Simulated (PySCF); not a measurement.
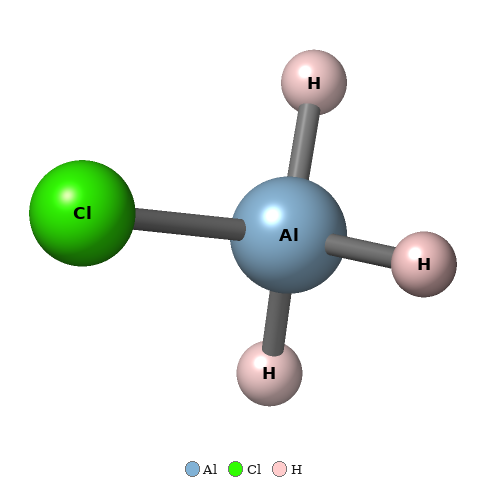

The species has charge −1 and is a spin singlet. The geometry was computed by an optimisation with PBE0-D3(BJ)/def2-SVP. No frequency run is at hand to confirm it as a minimum. Program: PySCF 2.14.0.

Compare HOMO energy (eV) at these levels: B3LYP/pcSseg-1 (pcSseg-2 on Al); PBE/pcSseg-1 (pcSseg-2 on Al); PBE0/pcSseg-1 (pcSseg-2 on Al); ωB97X-D/def2-SVPD.

```tsv
level	HOMO energy (eV)
B3LYP/pcSseg-1 (pcSseg-2 on Al)	−2.34
PBE/pcSseg-1 (pcSseg-2 on Al)	−1.27
PBE0/pcSseg-1 (pcSseg-2 on Al)	−2.55
ωB97X-D/def2-SVPD	−4.54
```
